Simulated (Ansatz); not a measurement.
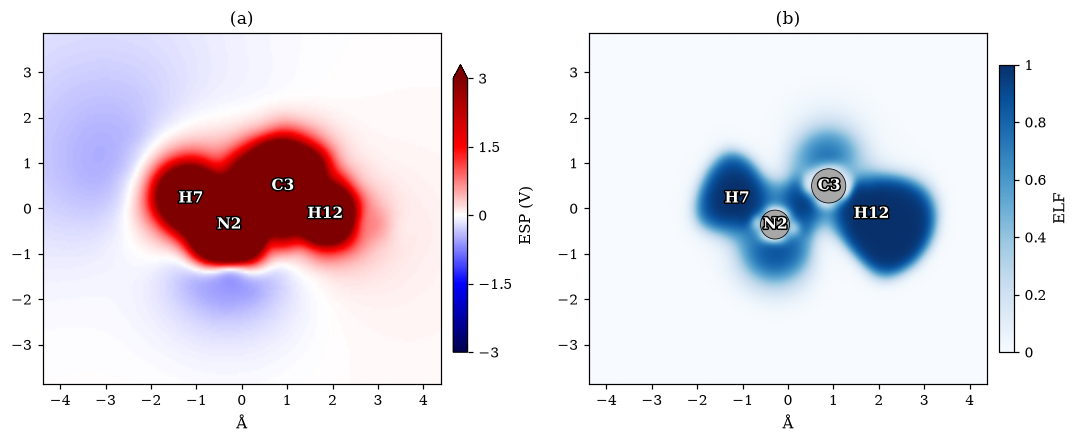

Figure. FGeH3···CH5N. (a) electrostatic potential; (b) electron localisation function on the plane of atoms C3, N2 and H7. Grey discs cover the atomic cores in the ELF map.

The calculation used Ansatz, RKS PBE-D4/def2-SVP.

```yaml
atoms:
  - { symbol: Ge, position_ang: [-0.3331, 1.1714, 1.8194] }
  - { symbol: N, position_ang: [0.7965, -0.2837, -0.8033] }
  - { symbol: C, position_ang: [-0.0946, -1.3055, -1.3363] }
  - { symbol: H, position_ang: [1.1924, 1.3001, 2.0286] }
  - { symbol: H, position_ang: [-1.1143, 2.0442, 2.8427] }
  - { symbol: H, position_ang: [-0.8605, -0.2806, 1.8150] }
  - { symbol: H, position_ang: [0.4618, 0.6478, -1.0671] }
  - { symbol: F, position_ang: [-0.7306, 1.9074, 0.2563] }
  - { symbol: H, position_ang: [1.7465, -0.3863, -1.1801] }
  - { symbol: H, position_ang: [-0.2771, -1.2713, -2.4374] }
  - { symbol: H, position_ang: [-1.0814, -1.2229, -0.8368] }
  - { symbol: H, position_ang: [0.2945, -2.3207, -1.1011] }
```

**What does the map show?**

- The plane passes through N, C and H nuclei.
- C–N (1.46 Å): the ELF peaks at about 0.95 between the atoms; localised, covalent bonding.
- N–H (1.02 Å): the ELF climbs to about 1 towards the hydrogen, as it does in any bond to H: an ordinary covalent bond to hydrogen.
- C–H (1.11 Å): the ELF climbs to about 1 towards the hydrogen: a covalent bond by its length.
- Outside the dense part of the complex the potential is most negative (−0.6 V) near N2.
